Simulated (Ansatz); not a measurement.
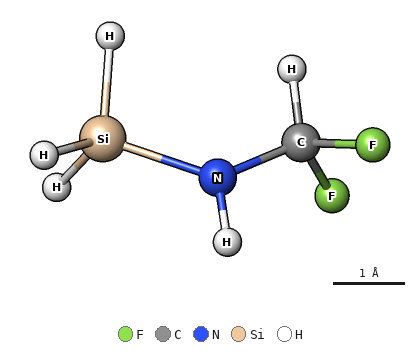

*The starting structure (ball-and-stick view, seen at a tilt).*

Bond lengths as drawn: C–F 1.36 to 1.37 Å, C–H 1.10 Å, C–N 1.40 Å, H–N 1.02 Å, H–Si 1.49 Å and N–Si 1.75 Å.

CH$_{5}$F$_{2}$NSi: nudged elastic band

System: CH$_{5}$F$_{2}$NSi.
Method: RKS B3LYP/def2-SVP (Ansatz 0.2.0).

It belongs to a series of runs on one base structure; here: band between the two ends.

### Input file
```yaml
crystal:
  periodic: [false, false, false]
  atoms:
    - { symbol: F, position_ang: [-1.80735, -1.664163, -0.316184] }
    - { symbol: C, position_ang: [-0.854218, -0.989426, 0.385151] }
    - { symbol: F, position_ang: [-0.23841, -1.940393, 1.160885] }
    - { symbol: "N", position_ang: [0.032501, -0.344244, -0.484157] }
    - { symbol: Si, position_ang: [0.819583, 1.197959, -0.209813] }
    - { symbol: H, position_ang: [-1.346598, -0.271558, 1.064048] }
    - { symbol: H, position_ang: [0.409823, -0.97922, -1.186505] }
    - { symbol: H, position_ang: [2.122003, 1.100862, 0.514745] }
    - { symbol: H, position_ang: [-0.122642, 2.009476, 0.609421] }
    - { symbol: H, position_ang: [1.068308, 1.829606, -1.534791] }
basis:
  gaussian: { orbitals: def2-SVP }
hamiltonian:
  xc: b3lyp
neb:
  order_check: false
  images: 7
  f_tol: 0.05
  max_iterations: 60
  final_atoms:
    - { symbol: F, position_ang: [-1.41562633, -1.71806525, -0.37217675] }
    - { symbol: C, position_ang: [-0.56091136, -0.86853385, 0.25132577] }
    - { symbol: F, position_ang: [0.35990894, -1.60113408, 0.88727572] }
    - { symbol: "N", position_ang: [0.11656468, -0.03904442, -0.73530441] }
    - { symbol: Si, position_ang: [1.11572447, 1.70959396, -0.06850932] }
    - { symbol: H, position_ang: [-1.11856805, -0.2373571, 0.9603619] }
    - { symbol: H, position_ang: [-0.57102304, 0.29975353, -1.41444788] }
    - { symbol: H, position_ang: [1.59340001, 0.92758759, 1.15645207] }
    - { symbol: H, position_ang: [-0.21834942, 2.09808202, 0.59348536] }
    - { symbol: H, position_ang: [0.7818801, -0.62198341, -1.25566246] }
  initial_path:
    images:
      - { positions_ang: [[-1.80735, -1.664163, -0.316184], [-0.854218, -0.989426, 0.385151], [-0.23841, -1.940393, 1.160885], [0.032501, -0.344244, -0.484157], [0.819583, 1.197959, -0.209813], [-1.346598, -0.271558, 1.064048], [0.409823, -0.97922, -1.186505], [2.122003, 1.100862, 0.514745], [-0.122642, 2.009476, 0.609421], [1.068308, 1.829606, -1.534791]] }
      - { positions_ang: [[-1.67995915, -1.73243104, -0.32650518], [-0.81291414, -0.97794418, 0.37294505], [-0.14125693, -1.85133963, 1.15458602], [0.05138996, -0.28923353, -0.51614271], [0.834578, 1.2093693, -0.19940725], [-1.3636043, -0.2973277, 1.03350381], [0.16190553, -0.71482797, -1.22884559], [2.07854364, 1.05452788, 0.59596014], [-0.12130776, 2.05286771, 0.57561997], [1.07562514, 1.49523815, -1.45891426]] }
      - { positions_ang: [[-1.55256829, -1.80069907, -0.33682636], [-0.77161028, -0.96646237, 0.3607391], [-0.04410386, -1.76228625, 1.14828705], [0.07027892, -0.23422307, -0.54812843], [0.84957301, 1.22077961, -0.18900149], [-1.38061059, -0.3230974, 1.00295963], [-0.08601193, -0.45043593, -1.27118617], [2.03508427, 1.00819377, 0.67717528], [-0.11997352, 2.09625941, 0.54181893], [1.08294227, 1.1608703, -1.38303752]] }
      - { positions_ang: [[-1.42517744, -1.86896711, -0.34714754], [-0.73030641, -0.95498055, 0.34853314], [0.05304921, -1.67323288, 1.14198807], [0.08916788, -0.1792126, -0.58011414], [0.86456801, 1.23218991, -0.17859574], [-1.39761689, -0.3488671, 0.97241544], [-0.3339294, -0.1860439, -1.31352676], [1.99162491, 0.96185965, 0.75839041], [-0.11863928, 2.13965112, 0.5080179], [1.09025941, 0.82650244, -1.30716079]] }
      - { positions_ang: [[-1.29778659, -1.93723514, -0.35746872], [-0.68900255, -0.94349874, 0.33632719], [0.15020228, -1.5841795, 1.1356891], [0.10805685, -0.12420214, -0.61209985], [0.87956301, 1.24360022, -0.16818998], [-1.41462319, -0.3746368, 0.94187125], [-0.58184687, 0.07834814, -1.35586735], [1.94816555, 0.91552554, 0.83960555], [-0.11730504, 2.18304283, 0.47421686], [1.09757655, 0.49213459, -1.23128405]] }
      - { positions_ang: [[-1.32724652, -1.88244267, -0.36114573], [-0.65697975, -0.92475751, 0.31507683], [0.20262895, -1.58841815, 1.07358575], [0.1101838, -0.10291271, -0.64290099], [0.93860337, 1.36009865, -0.14326982], [-1.3406094, -0.34031687, 0.94649392], [-0.57914091, 0.13369948, -1.37051248], [1.85947417, 0.91854105, 0.91881718], [-0.14256614, 2.16180263, 0.50403399], [1.01865244, 0.21360509, -1.23737865]] }
      - { positions_ang: [[-1.35670646, -1.82765019, -0.36482274], [-0.62495696, -0.90601629, 0.29382648], [0.25505561, -1.59265679, 1.01148241], [0.11231076, -0.08162328, -0.67370213], [0.99764374, 1.47659709, -0.11834965], [-1.26659562, -0.30599695, 0.95111658], [-0.57643495, 0.18905083, -1.38515762], [1.77078278, 0.92155657, 0.99802881], [-0.16782723, 2.14056243, 0.53385111], [0.93972832, -0.06492441, -1.24347326]] }
      - { positions_ang: [[-1.38616639, -1.77285772, -0.36849974], [-0.59293416, -0.88727507, 0.27257612], [0.30748228, -1.59689544, 0.94937906], [0.11443772, -0.06033385, -0.70450327], [1.0566841, 1.59309552, -0.09342948], [-1.19258183, -0.27167703, 0.95573924], [-0.573729, 0.24440218, -1.39980275], [1.6820914, 0.92457208, 1.07724044], [-0.19308833, 2.11932223, 0.56366824], [0.86080421, -0.34345391, -1.24956786]] }
      - { positions_ang: [[-1.41562633, -1.71806525, -0.37217675], [-0.56091136, -0.86853385, 0.25132577], [0.35990894, -1.60113408, 0.88727572], [0.11656468, -0.03904442, -0.73530441], [1.11572447, 1.70959396, -0.06850932], [-1.11856805, -0.2373571, 0.9603619], [-0.57102304, 0.29975353, -1.41444788], [1.59340001, 0.92758759, 1.15645207], [-0.21834942, 2.09808202, 0.59348536], [0.7818801, -0.62198341, -1.25566246]] }
```

Machine: 2 threads of AMD EPYC (Zen 5), 16 GiB of memory available, shared host.

Command:
```bash
ansatz run input.yaml --threads 2 --pin off --max-ram 3072MiB --backend cpu --events-out ev --progress --plain --runs-dir out
```

### Log
```
Engine: ansatz 0.2.0, x86_64-unknown-linux-gnu
Functional definition: B3LYP
  parameter a0 = 0.2
  parameter ax = 0.72
  parameter ac = 0.81
  exchange = (1 - a0 - ax)*slater_x + ax*b88_x + a0*exact_x
  correlation = (1 - ac)*vwn_rpa_c + ac*lyp_c
1056 factors; integrals over basis functions are off by at most 3.1e-4 eV
mean field evaluation 1: about -15907.4681 eV, gradient 5.2e1 eV
mean field evaluation 2: about -15902.6017 eV, gradient 7.0e1 eV
mean field evaluation 4: about -15912.2302 eV, gradient 3.4e0 eV
mean field evaluation 8: about -15912.2760 eV, gradient 3.4e-2 eV
mean field -15912.27603809 eV, -584.7653586716 hartree, gradient 2.6e-5 eV, S^2 0.000000; 0 other end points of the search recorded, 0 dependent functions left out
the calculation of the forces begins
reference -15912.27626269 eV, -584.7653669257 hartree; 25, 25 occupied and 74, 74 virtual orbitals, 1056 factors
1056 factors; integrals over basis functions are off by at most 8.8e-4 eV
mean field evaluation 16: about -15906.9172 eV, gradient 4.4e1 eV
mean field -15910.56399171 eV, -584.7024421276 hartree, gradient 4.6e-5 eV, S^2 0.000000; 0 other end points of the search recorded, 0 dependent functions left out
[... from here on the field's lines of each further geometry are left out, up to the last ...]
NEB iter   1: max|band force component| = 2.541e1 eV/Å  barrier→ = 4.5515 eV  barrier← = 2.8395 eV  Δτ_max = 0.1984 Å  (223 SCF iters)
NEB iter   2: max|band force component| = 4.305e0 eV/Å  barrier→ = 3.6023 eV  barrier← = 1.8902 eV  Δτ_max = 0.1961 Å  (196 SCF iters)
NEB iter   3: max|band force component| = 1.603e0 eV/Å  barrier→ = 3.3432 eV  barrier← = 1.6312 eV  Δτ_max = 0.1984 Å  (193 SCF iters)
NEB iter   4: max|band force component| = 1.086e0 eV/Å  barrier→ = 3.1212 eV  barrier← = 1.4092 eV  Δτ_max = 0.1967 Å  (195 SCF iters)
NEB iter   5: max|band force component| = 1.526e0 eV/Å  barrier→ = 2.7059 eV  barrier← = 0.9939 eV  Δτ_max = 0.0988 Å  (197 SCF iters)
NEB iter   6: max|band force component| = 1.384e0 eV/Å  barrier→ = 2.4921 eV  barrier← = 0.7800 eV  Δτ_max = 0.0986 Å  (197 SCF iters)
NEB iter   7: max|band force component| = 1.190e0 eV/Å  barrier→ = 2.4307 eV  barrier← = 0.7186 eV  CI = image 6  Δτ_max = 0.2000 Å  (197 SCF iters)
NEB iter   8: max|band force component| = 1.342e0 eV/Å  barrier→ = 3.0601 eV  barrier← = 1.3481 eV  CI = image 6  Δτ_max = 0.0985 Å  (198 SCF iters)
NEB iter   9: max|band force component| = 9.487e-1 eV/Å  barrier→ = 3.1802 eV  barrier← = 1.4682 eV  CI = image 6  Δτ_max = 0.0978 Å  (199 SCF iters)
NEB iter  10: max|band force component| = 3.342e-1 eV/Å  barrier→ = 3.1501 eV  barrier← = 1.4381 eV  CI = image 6  Δτ_max = 0.0485 Å  (198 SCF iters)
NEB iter  11: max|band force component| = 1.202e-1 eV/Å  barrier→ = 3.1425 eV  barrier← = 1.4304 eV  CI = image 6  Δτ_max = 0.1939 Å  (179 SCF iters)
NEB iter  12: max|band force component| = 2.560e-1 eV/Å  barrier→ = 3.1397 eV  barrier← = 1.4277 eV  CI = image 6  Δτ_max = 0.0975 Å  (194 SCF iters)
NEB iter  13: max|band force component| = 2.968e-1 eV/Å  barrier→ = 3.1378 eV  barrier← = 1.4258 eV  CI = image 6  Δτ_max = 0.0491 Å  (195 SCF iters)
NEB iter  14: max|band force component| = 1.750e-1 eV/Å  barrier→ = 3.1357 eV  barrier← = 1.4236 eV  CI = image 6  Δτ_max = 0.0491 Å  (198 SCF iters)
NEB iter  15: max|band force component| = 1.475e-1 eV/Å  barrier→ = 3.1338 eV  barrier← = 1.4218 eV  CI = image 6  Δτ_max = 0.0490 Å  (197 SCF iters)
NEB iter  16: max|band force component| = 1.512e-1 eV/Å  barrier→ = 3.1325 eV  barrier← = 1.4204 eV  CI = image 6  Δτ_max = 0.0490 Å  (197 SCF iters)
NEB iter  17: max|band force component| = 1.299e-1 eV/Å  barrier→ = 3.1318 eV  barrier← = 1.4198 eV  CI = image 6  Δτ_max = 0.0490 Å  (197 SCF iters)
NEB iter  18: max|band force component| = 1.082e-1 eV/Å  barrier→ = 3.1315 eV  barrier← = 1.4194 eV  CI = image 6  Δτ_max = 0.0490 Å  (198 SCF iters)
NEB iter  19: max|band force component| = 9.743e-2 eV/Å  barrier→ = 3.1313 eV  barrier← = 1.4193 eV  CI = image 6  Δτ_max = 0.0981 Å  (193 SCF iters)
NEB iter  20: max|band force component| = 6.102e-2 eV/Å  barrier→ = 3.1313 eV  barrier← = 1.4192 eV  CI = image 6  Δτ_max = 0.0981 Å  (200 SCF iters)
NEB iter  21: max|band force component| = 9.241e-2 eV/Å  barrier→ = 3.1313 eV  barrier← = 1.4192 eV  CI = image 6  Δτ_max = 0.0490 Å  (187 SCF iters)
NEB iter  22: max|band force component| = 9.800e-2 eV/Å  barrier→ = 3.1312 eV  barrier← = 1.4192 eV  CI = image 6  Δτ_max = 0.0245 Å  (177 SCF iters)
the calculation of the forces begins
reference -15910.48823037 eV, -584.6996579500 hartree; 25, 25 occupied and 74, 74 virtual orbitals, 1056 factors
1056 factors; integrals over basis functions are off by at most 1.0e-3 eV
mean field -15909.14479712 eV, -584.6502876884 hartree, gradient 3.4e-5 eV, S^2 0.000000; 1 other end points of the search recorded, 0 dependent functions left out
the calculation of the forces begins
reference -15909.14502153 eV, -584.6502959355 hartree; 25, 25 occupied and 74, 74 virtual orbitals, 1056 factors
NEB iter  23: max|band force component| = 4.092e-2 eV/Å  barrier→ = 3.1312 eV  barrier← = 1.4192 eV  CI = image 6  Δτ_max = 0.0000 Å  (359 SCF iters)
```

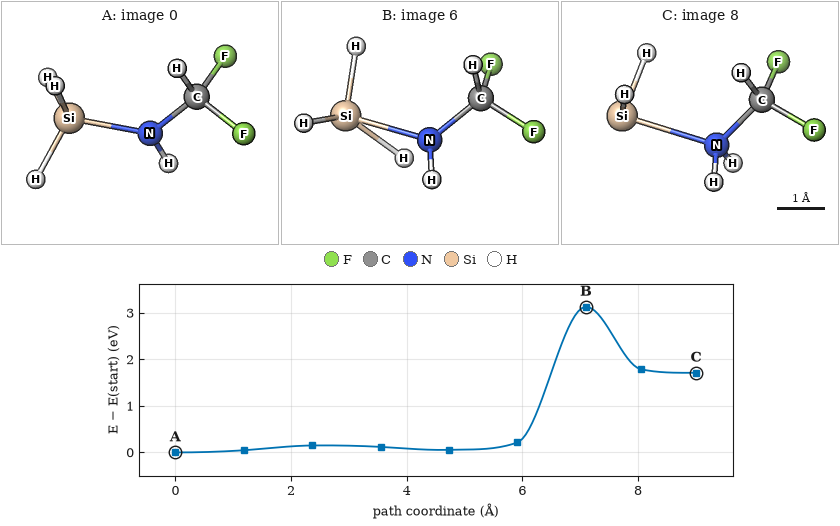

*Images of the last band (counted from 0; ball-and-stick, seen at a tilt) above the energy along the path; the line is a cubic interpolation that uses the forces.*

The highest image is number 6, 3.131 eV above the start and 1.419 eV above the end (the climbing image); the end lies 1.712 eV above the start. The path is 9.00 Å long. The band converged in 23 iterations.

```
Total energy: -15909.14502153 eV, -584.6502959355 hartree
Atom 0 at    -1.374025    -1.931646    -0.460750 Å, force     0.000146    -0.000360     0.000540 eV/Å
Atom 1 at    -0.634897    -1.055276     0.265087 Å, force     0.000824    -0.000096    -0.000297 eV/Å
Atom 2 at     0.428351    -1.718284     0.777896 Å, force    -0.000467     0.000409    -0.000391 eV/Å
Atom 3 at    -0.164954    -0.006255    -0.574755 Å, force     0.000643    -0.000921    -0.003420 eV/Å
Atom 4 at     1.134638     1.386317    -0.065077 Å, force     0.001262     0.000992     0.002379 eV/Å
Atom 5 at    -1.253943    -0.702696     1.114547 Å, force    -0.000378     0.000286    -0.000231 eV/Å
Atom 6 at    -0.821093     0.237417    -1.316062 Å, force    -0.001440     0.000244     0.000971 eV/Å
Atom 7 at     1.378431     0.957684     1.349974 Å, force     0.000770     0.000232    -0.000154 eV/Å
Atom 8 at     0.306160     2.640767     0.034937 Å, force    -0.000340    -0.000132    -0.000652 eV/Å
Atom 9 at     1.084334     0.140871    -1.122997 Å, force    -0.001020    -0.000654     0.001256 eV/Å
Dipole moment:    -0.332037     0.202663    -0.081517 e Å
this run last wrote the band of iteration 23 to [file]
```

### The last band as extended XYZ (Å, eV, eV/Å)
```
10
Properties=species:S:1:pos:R:3:forces:R:3 image=0 energy=-15912.27604
F    -1.8074   -1.6642   -0.3162    0.0085   0.0062   0.0097
C    -0.8542   -0.9894    0.3852   -0.0097  -0.0186   0.0066
F    -0.2384   -1.9404    1.1609   -0.0081   0.0143  -0.0103
N     0.0325   -0.3442   -0.4842   -0.0013  -0.0108  -0.0027
Si    0.8196    1.1980   -0.2098    0.0033   0.0025   0.0110
H    -1.3466   -0.2716    1.0640    0.0043  -0.0056  -0.0050
H     0.4098   -0.9792   -1.1865   -0.0002   0.0069   0.0004
H     2.1220    1.1009    0.5147    0.0033   0.0019  -0.0072
H    -0.1226    2.0095    0.6094   -0.0025   0.0024  -0.0065
H     1.0683    1.8296   -1.5348    0.0026   0.0010   0.0041
10
Properties=species:S:1:pos:R:3:forces:R:3 image=1 energy=-15912.22943
F    -1.6725   -1.8745   -0.2112   -0.0314   0.0236   0.0032
C    -0.8076   -1.0354    0.4132   -0.0052   0.0020   0.0016
F     0.1038   -1.8431    1.0526   -0.0103  -0.0220  -0.0121
N    -0.2135   -0.1854   -0.5316    0.0039   0.0024  -0.0076
Si    0.7994    1.2088   -0.1821   -0.0045   0.0000   0.0019
H    -1.3459   -0.4798    1.2019    0.0169   0.0201   0.0095
H    -0.0468   -0.6668   -1.4128    0.0559  -0.0414  -0.0010
H     1.8403    0.9225    0.8479    0.0090   0.0113  -0.0083
H    -0.0236    2.3539    0.3009   -0.0169  -0.0104   0.0158
H     1.4493    1.5488   -1.4760   -0.0176   0.0145  -0.0031
10
Properties=species:S:1:pos:R:3:forces:R:3 image=2 energy=-15912.12684
F    -1.2897   -2.1344   -0.2833    0.0044   0.0024   0.0154
C    -0.7722   -1.0865    0.4138   -0.0074   0.0008  -0.0175
F     0.2173   -1.5530    1.2206    0.0017  -0.0027   0.0071
N    -0.2457   -0.1489   -0.5044   -0.0242  -0.0215   0.0130
Si    0.8767    1.1619   -0.1929    0.0016   0.0027   0.0136
H    -1.5764   -0.7199    1.0836   -0.0005   0.0055  -0.0060
H    -0.7465   -0.1730   -1.3881    0.0239   0.0115  -0.0149
H     1.7638    0.7683    0.9304    0.0138  -0.0037  -0.0077
H     0.2021    2.4487    0.1669   -0.0008  -0.0010  -0.0009
H     1.6536    1.3857   -1.4438   -0.0126   0.0059  -0.0022
10
Properties=species:S:1:pos:R:3:forces:R:3 image=3 energy=-15912.15724
F    -0.9160   -2.1815   -0.4843    0.0250   0.0122  -0.0091
C    -0.7662   -1.1278    0.3778   -0.0184  -0.0093  -0.0231
F     0.2548   -1.4303    1.2139    0.0180   0.0209   0.0041
N    -0.4782    0.0658   -0.3133    0.0149  -0.0027   0.0200
Si    0.9279    1.1157   -0.2132   -0.0248  -0.0116  -0.0030
H    -1.6981   -1.0849    0.9738   -0.0102  -0.0409  -0.0012
H    -1.1854    0.2752   -1.0128   -0.0272   0.0445   0.0283
H     1.6816    0.7961    1.0225   -0.0066   0.0063   0.0122
H     0.4329    2.5229   -0.1644    0.0194   0.0090  -0.0325
H     1.8297    0.9978   -1.3973    0.0097  -0.0285   0.0043
10
Properties=species:S:1:pos:R:3:forces:R:3 image=4 energy=-15912.22038
F    -1.1640   -2.0074   -0.6499    0.0359  -0.0051   0.0059
C    -0.7384   -1.1419    0.3177   -0.0199   0.0181  -0.0181
F     0.4624   -1.5861    0.7812    0.0096   0.0104   0.0037
N    -0.5623    0.1564   -0.1968    0.0135  -0.0357   0.0125
Si    0.9253    1.0908   -0.1630   -0.0211  -0.0074  -0.0146
H    -1.4655   -1.2213    1.1484   -0.0306  -0.0224  -0.0124
H    -1.3416    0.4710   -0.7662   -0.0283   0.0447   0.0387
H     1.4578    1.1664    1.2244    0.0123   0.0042  -0.0105
H     0.5151    2.4458   -0.6272    0.0083  -0.0058  -0.0170
H     1.9941    0.5752   -1.0657    0.0202  -0.0009   0.0119
10
Properties=species:S:1:pos:R:3:forces:R:3 image=5 energy=-15912.06079
F    -1.4709   -1.9296   -0.4129   -0.0764   0.0148   0.0111
C    -0.7561   -1.0702    0.3539   -0.0727  -0.0195   0.0544
F     0.4119   -1.7100    0.7027   -0.0186   0.0007  -0.0535
N    -0.5087    0.1090   -0.3695   -0.2070   0.1240   0.1110
Si    0.8786    1.1516   -0.1111   -0.1943  -0.1689  -0.0043
H    -1.3028   -0.8975    1.2964   -0.0396  -0.1438   0.1219
H    -0.8635    0.0663   -1.3210   -0.0398  -0.1308   0.0025
H     1.4173    0.9195    1.2551    0.0212  -0.0393  -0.0517
H     0.4699    2.5847   -0.2087    0.1190  -0.0427  -0.1594
H     1.8073    0.7251   -1.1822    0.5082   0.4056  -0.0320
10
Properties=species:S:1:pos:R:3:forces:R:3 image=6 energy=-15909.14480
F    -1.3740   -1.9316   -0.4607    0.0001  -0.0004   0.0005
C    -0.6349   -1.0553    0.2651    0.0008  -0.0001  -0.0003
F     0.4284   -1.7183    0.7779   -0.0005   0.0004  -0.0004
N    -0.1650   -0.0063   -0.5748    0.0006  -0.0009  -0.0034
Si    1.1346    1.3863   -0.0651    0.0013   0.0010   0.0024
H    -1.2539   -0.7027    1.1145   -0.0004   0.0003  -0.0002
H    -0.8211    0.2374   -1.3161   -0.0014   0.0002   0.0010
H     1.3784    0.9577    1.3500    0.0008   0.0002  -0.0002
H     0.3062    2.6408    0.0349   -0.0003  -0.0001  -0.0007
H     1.0843    0.1409   -1.1230   -0.0010  -0.0007   0.0013
10
Properties=species:S:1:pos:R:3:forces:R:3 image=7 energy=-15910.48800
F    -1.3475   -1.8426   -0.4311    0.0201   0.0358   0.0007
C    -0.5397   -0.9895    0.2491    0.0434   0.0286  -0.0149
F     0.4657   -1.7009    0.7710    0.0154   0.0069  -0.0050
N     0.0229   -0.0079   -0.6648    0.0836  -0.0068  -0.0413
Si    1.3043    1.5804   -0.0130    0.0675   0.0882   0.0364
H    -1.1235   -0.5036    1.0478    0.0519   0.0817  -0.0386
H    -0.7275    0.3883   -1.2385    0.0487   0.0679   0.0312
H     1.2641    1.0044    1.4027   -0.0584   0.0196   0.0341
H     0.0828    2.4856    0.1814   -0.1029  -0.0636   0.0702
H     0.6813   -0.4652   -1.3018   -0.1693  -0.2583  -0.0729
10
Properties=species:S:1:pos:R:3:forces:R:3 image=8 energy=-15910.56399
F    -1.4156   -1.7181   -0.3722   -0.0016   0.0027   0.0021
C    -0.5609   -0.8685    0.2513    0.0067  -0.0060  -0.0105
F     0.3599   -1.6011    0.8873   -0.0018   0.0026  -0.0023
N     0.1166   -0.0390   -0.7353    0.0124   0.0011   0.0068
Si    1.1157    1.7096   -0.0685   -0.0028  -0.0001  -0.0005
H    -1.1186   -0.2374    0.9604   -0.0006   0.0014  -0.0004
H    -0.5710    0.2998   -1.4144   -0.0061  -0.0020   0.0000
H     1.5934    0.9276    1.1565    0.0000  -0.0001   0.0015
H    -0.2183    2.0981    0.5935    0.0011   0.0003  -0.0016
H     0.7819   -0.6220   -1.2557   -0.0072   0.0000   0.0049
```

### Results in brief

```json
{"quantity": "outcome", "value": "converged"}
{"quantity": "barrier, forward", "value": "3.131 eV"}
{"quantity": "barrier, backward", "value": "1.419 eV"}
{"quantity": "wall time", "value": "2.6 min (CPU time 5 min)"}
{"quantity": "peak memory", "value": "0.22 GiB"}
```

The order of the saddle point was not checked.
